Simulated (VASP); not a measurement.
Band structure of Re (hcp). Method: SCAN meta-GGA, VASP's PBE PAW potentials (set 64) (plane waves; VASP).

Unless said otherwise, spin-orbit coupling is left out, though it shifts the bands of the heavy elements here.

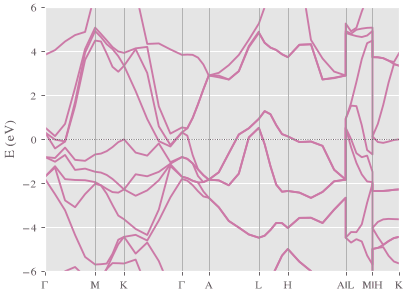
Bands along high-symmetry lines, zero at the valence-band maximum or, without a gap, the Fermi level

Problem. Read the plot: is there a gap, and where are the band edges?

Solution. It has no gap at this level: it comes out as a metal or semimetal.

The compound is Re in the hcp structure. It was relaxed first.
